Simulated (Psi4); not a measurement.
# Run report: SiF3, single-point calculation (part 1 of 2)

System: SiF3, multiplicity 2.
Method: CCSD/aug-cc-pVDZ, UHF (Psi4 1.11).

A bond length was changed on purpose from its optimised value.

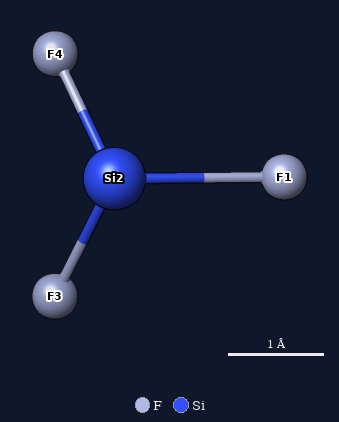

Fig. 1: The structure (ball-and-stick view, seen on its broad side; atoms are numbered from 1 in the order of the input). Bond lengths as drawn: F–Si 1.58 to 1.82 Å.

Input (job.py):
```python
import psi4

psi4.set_memory('2200 MB')
psi4.set_num_threads(1)
psi4.set_output_file('output.dat', False)

with open('f3si.xyz') as f:
    atoms = ''.join(f.readlines()[2:])
geom = psi4.geometry('0 2\n' + atoms + 'symmetry c1\nno_reorient\nno_com')

psi4.set_options({
    'reference': 'uhf',
    'puream': True,
    'e_convergence': 1e-09,
    'd_convergence': 1e-08,
    'scf_type': 'pk',
    'num_frozen_docc': 8,
    'maxiter': 100,
})

e, wfn = psi4.energy("ccsd/aug-cc-pVDZ", molecule=geom, return_wfn=True)
print('E =', round(e, 9))
```

File f3si.xyz:
```
4
F3Si
F      0.944990    -0.615055     1.289313
Si    -0.282750     0.213060     0.234280
F     -0.994260    -0.892250    -0.644340
F      0.492160     1.186230    -0.741640
```

Hardware: 1 thread of Intel Xeon @ 2.50GHz (Skylake/Cascade Lake), 189 GiB of memory available, shared host.

Command:
```bash
python job.py
```

What the program printed:
```
Psi4 1.11 release

   => Loading Basis Set <=

    Name: AUG-CC-PVDZ
    Role: ORBITAL
    Keyword: BASIS

         ---------------------------------------------------------
                                   SCF
                              UHF Reference
                        1 Threads,   2098 MiB Core
         ---------------------------------------------------------

  ==> Geometry <==

    Molecular point group: c1
    Full point group: C1

    Geometry (in Angstrom), charge = 0, multiplicity = 2:

       Center              X                  Y                   Z               Mass
    ------------   -----------------  -----------------  -----------------  -----------------
         F            0.944990000000    -0.615055000000     1.289313000000    18.998403162730
         SI          -0.282750000000     0.213060000000     0.234280000000    27.976926534650
         F           -0.994260000000    -0.892250000000    -0.644340000000    18.998403162730
         F            0.492160000000     1.186230000000    -0.741640000000    18.998403162730

  Running in c1 symmetry.

  Rotational constants: A =      0.24527  B =      0.20498  C =      0.12239 [cm^-1]
  Rotational constants: A =   7353.02064  B =   6145.19910  C =   3669.10055 [MHz]
  Nuclear repulsion =  168.918896705818327

  Charge       = 0
  Multiplicity = 2
  Electrons    = 41
  Nalpha       = 21
  Nbeta        = 20

  ==> Algorithm <==

  SCF Algorithm Type is PK.
  DIIS enabled.
  MOM disabled.
  Fractional occupation disabled.
  Guess Type is SAD.
  Energy threshold   = 1.00e-09
  Density threshold  = 1.00e-08
  Integral threshold = 1.00e-12

  ==> Primary Basis <==

  Basis Set: AUG-CC-PVDZ
    Blend: AUG-CC-PVDZ
    Number of shells: 38
    Number of basis functions: 96
    Number of Cartesian functions: 104
    Spherical Harmonics?: true
    Max angular momentum: 2

  ==> Integral Setup <==

  Using in-core PK algorithm.
   Calculation information:
      Number of atoms:                   4
      Number of AO shells:              38
      Number of primitives:            128
      Number of atomic orbitals:       104
      Number of basis functions:        96

      Integral cutoff                 1.00e-12
      Number of threads:                 1

  Performing in-core PK
  Using 21682992 doubles for integral storage.
  We computed 270299 shell quartets total.
  Whereas there are 274911 unique shell quartets.

  ==> DiskJK: Disk-Based J/K Matrices <==

    J tasked:                  Yes
    K tasked:                  Yes
    wK tasked:                  No
    Memory [MiB]:             1573
    Schwarz Cutoff:          1E-12

  Minimum eigenvalue in the overlap matrix is 1.1196178303E-03.
  Reciprocal condition number of the overlap matrix is 2.0002400415E-04.
    Using symmetric orthogonalization.

  ==> Pre-Iterations <==

  SCF Guess: Superposition of Atomic Densities via on-the-fly atomic UHF (no occupation information).

   -------------------------
    Irrep   Nso     Nmo
   -------------------------
     A         96      96
   -------------------------
    Total      96      96
   -------------------------

  ==> Iterations <==

                        Total Energy        Delta E     RMS |[F,P]|

   @UHF iter SAD:  -586.21909618751840   -5.86219e+02   0.00000e+00
   @UHF iter   1:  -587.29508439590109   -1.07599e+00   5.52532e-03 DIIS/ADIIS
   @UHF iter   2:  -587.36336873774894   -6.82843e-02   3.83894e-03 DIIS/ADIIS
   @UHF iter   3:  -587.40558210288179   -4.22134e-02   3.35621e-04 DIIS/ADIIS
   @UHF iter   4:  -587.40672631751033   -1.14421e-03   1.44226e-04 DIIS/ADIIS
   @UHF iter   5:  -587.40686612143611   -1.39804e-04   4.95587e-05 DIIS
   @UHF iter   6:  -587.40689477000035   -2.86486e-05   1.80695e-05 DIIS
   @UHF iter   7:  -587.40689961379451   -4.84379e-06   8.79538e-06 DIIS
   @UHF iter   8:  -587.40690126375580   -1.64996e-06   3.39396e-06 DIIS
   @UHF iter   9:  -587.40690152074319   -2.56987e-07   1.27620e-06 DIIS
   @UHF iter  10:  -587.40690155600771   -3.52645e-08   3.43831e-07 DIIS
   @UHF iter  11:  -587.40690155831339   -2.30568e-09   1.07307e-07 DIIS
   @UHF iter  12:  -587.40690155853031   -2.16914e-10   3.23890e-08 DIIS
   @UHF iter  13:  -587.40690155854918   -1.88720e-11   1.03777e-08 DIIS
   @UHF iter  14:  -587.40690155854998   -7.95808e-13   3.21081e-09 DIIS
  Energy and wave function converged.

  ==> Post-Iterations <==

   @Spin Contamination Metric:   3.487134323E-03
   @S^2 Expected:                7.500000000E-01
   @S^2 Observed:                7.534871343E-01
   @S   Expected:                5.000000000E-01
   @S   Observed:                5.000000000E-01

    Orbital Energies [Eh]
    ---------------------

    Alpha Occupied:

       1A    -68.982028     2A    -26.356940     3A    -26.356916
       4A    -26.303565     5A     -6.308802     6A     -4.418351
       7A     -4.413324     8A     -4.411181     9A     -1.665508
      10A     -1.645422    11A     -1.560437    12A     -0.848823
      13A     -0.772417    14A     -0.743397    15A     -0.739176
      16A     -0.706885    17A     -0.689716    18A     -0.683720
      19A     -0.636594    20A     -0.632208    21A     -0.451145

    Alpha Virtual:

      22A      0.050536    23A      0.052333    24A      0.055246
      25A      0.072450    26A      0.146588    27A      0.155215
      28A      0.197647    29A      0.203147    30A      0.219742
      31A      0.244508    32A      0.259606    33A      0.262271
      34A      0.299368    35A      0.306362    36A      0.326140
      37A      0.333305    38A      0.342098    39A      0.342331
      40A      0.347375    41A      0.390366    42A      0.393627
      43A      0.428389    44A      0.543816    45A      0.556628
      46A      0.569721    47A      0.647513    48A      0.657420
      49A      0.702557    50A      0.719588    51A      0.720794
      52A      0.861630    53A      0.915069    54A      1.012264
      55A      1.300191    56A      1.318365    57A      1.347846
      58A      1.369592    59A      1.420540    60A      1.444147
      61A      1.482302    62A      1.488175    63A      1.517435
      64A      1.551448    65A      1.553095    66A      1.580215
      67A      1.583080    68A      1.611368    69A      1.654276
      70A      1.693689    71A      1.714826    72A      1.718668
      73A      1.932335    74A      1.987461    75A      1.987832
      76A      2.120467    77A      2.236332    78A      2.297148
      79A      2.793658    80A      3.070509    81A      3.157724
      82A      4.805974    83A      4.831806    84A      4.848600
      85A      4.862784    86A      4.876818    87A      4.900629
      88A      4.962146    89A      4.963789    90A      4.996131
      91A      4.998818    92A      5.025861    93A      5.033202
      94A      5.046061    95A      5.076139    96A      5.096806

    Beta Occupied:

       1A    -68.975010     2A    -26.352980     3A    -26.352955
       4A    -26.297841     5A     -6.296308     6A     -4.408751
       7A     -4.406918     8A     -4.399805     9A     -1.653522
      10A     -1.633450    11A     -1.543223    12A     -0.823832
      13A     -0.751633    14A     -0.735259    15A     -0.720102
      16A     -0.697332    17A     -0.686072    18A     -0.647116
      19A     -0.627651    20A     -0.627263

    Beta Virtual:

      21A     -0.015394    22A      0.056616    23A      0.057276
      24A      0.060849    25A      0.096509    26A      0.186178
      27A      0.188189    28A      0.209385    29A      0.211451
      30A      0.235803    31A      0.247005    32A      0.260465
      33A      0.263351    34A      0.307808    35A      0.313063
      36A      0.328515    37A      0.335628    38A      0.342934
      39A      0.350933    40A      0.357381    41A      0.400002
      42A      0.404611    43A      0.444461    44A      0.555395
      45A      0.569341    46A      0.596629    47A      0.665919
      48A      0.671361    49A      0.733300    50A      0.735688
      51A      0.748642    52A      0.881119    53A      0.933019
      54A      1.027929    55A      1.304631    56A      1.318666
      57A      1.347833    58A      1.369945    59A      1.425959
      60A      1.451338    61A      1.484616    62A      1.495112
      63A      1.519070    64A      1.557729    65A      1.558212
      66A      1.584331    67A      1.588995    68A      1.615883
      69A      1.659950    70A      1.696002    71A      1.720093
      72A      1.724375    73A      1.939413    74A      1.998410
      75A      2.000899    76A      2.124395    77A      2.239767
      78A      2.302743    79A      2.802801    80A      3.079106
      81A      3.165895    82A      4.812039    83A      4.837635
      84A      4.850766    85A      4.866639    86A      4.880207
      87A      4.906434    88A      4.969555    89A      4.972544
      90A      5.000705    91A      5.004824    92A      5.033039
      93A      5.040465    94A      5.053291    95A      5.083327
      96A      5.108803

    Final Occupation by Irrep:
              A
    DOCC [    20 ]
    SOCC [     1 ]
    NA   [    21 ]
    NB   [    20 ]

  @UHF Final Energy:  -587.40690155854998

   => Energetics <=

    Nuclear Repulsion Energy =            168.9188967058183266
    One-Electron Energy =               -1154.6880179137988307
    Two-Electron Energy =                 398.3622196494305285
    Total Energy =                       -587.4069015585500892

  UHF NO Occupations:
  HONO-2 :   19  A 1.9996894
  HONO-1 :   20  A 1.9988161
  HONO-0 :   21  A 1.0000000
  LUNO+0 :   22  A 0.0011839
  LUNO+1 :   23  A 0.0003106
  LUNO+2 :   24  A 0.0001538
  LUNO+3 :   25  A 0.0000313

Computation Completed

Properties will be evaluated at   0.000000,   0.000000,   0.000000 [a0]

Properties computed using the SCF density matrix

 Multipole Moments:

 ------------------------------------------------------------------------------------
     Multipole            Electronic (a.u.)      Nuclear  (a.u.)        Total (a.u.)
 ------------------------------------------------------------------------------------

 L = 1.  Multiply by 2.5417464519 to convert [e a0] to [Debye]
 Dipole X            :         -0.7883369            0.0519864           -0.7363506
 Dipole Y            :          0.3514136            0.1760563            0.5274699
 Dipole Z            :         -4.5254200            4.5540831            0.0286631
 Magnitude           :                                                    0.9062330

 ------------------------------------------------------------------------------------

	total time  =         12 seconds =       0.20 minutes
 MINTS: Wrapper to libmints.

   Calculation information:
      Number of threads:                 1
      Number of atoms:                   4
      Number of AO shells:              38
      Number of SO shells:              38
      Number of primitives:            128
      Number of atomic orbitals:       104
      Number of basis functions:        96

      Number of irreps:                  1
      Integral cutoff                 1.00e-12
      Number of functions per irrep: [  96 ]
```
